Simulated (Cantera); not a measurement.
Feed: 1 mol SiCl4, 2.3 mol CH4, 590 mol H2, equilibrated at 1650 K.

Equilibrium computed with Cantera from the NASA thermochemical tables; the gas is ideal and each condensed phase is pure. Candidate condensed phases: C, C6H6, C7H8, C8H18, Si, SiC; 109 gas species. Rates play no part.

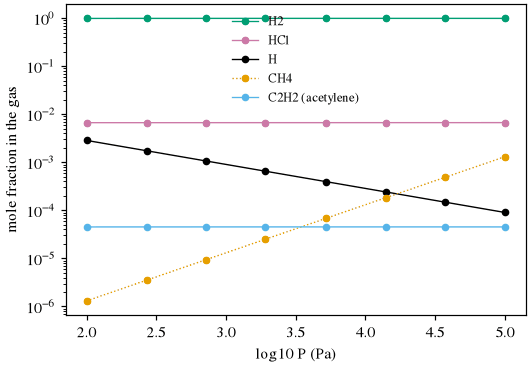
Figure. Equilibrium gas composition (values under 1e-9 drawn at 1e-9)

From 0.750 Torr to 750 Torr the condensed part is C(graphite) + SiC(s). The main Si-bearing gas is Si at 0.750 Torr and SiCl2 at 750 Torr.
